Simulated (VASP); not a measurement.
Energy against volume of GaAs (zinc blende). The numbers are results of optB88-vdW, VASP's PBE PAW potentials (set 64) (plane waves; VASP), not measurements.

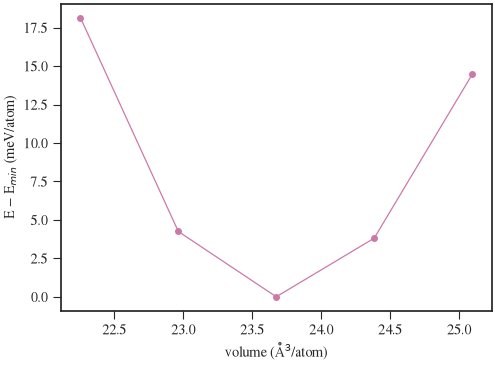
*Energy against volume*

### Question
Estimate the equilibrium volume and the bulk modulus.

### Answer
The minimum lies near 23.7 Å³/atom, and the curvature gives B0 of about 61 GPa.

Measured: bulk modulus 76.7 GPa at 0 K (computed value off by -20.8 %), as given by Daniel Mejia-Rodriguez et al., Physical Review B (2018), arXiv:1807.09216 [0 K value with the zero-point phonon effect removed]; a 5.640 Å at 0 K (computed value off by +1.8 %), as given by Daniel Mejia-Rodriguez et al., Physical Review B (2018), arXiv:1807.09216 [static lattice: zero-point anharmonic expansion removed].

The compound is GaAs in the zinc blende structure. It was relaxed first.
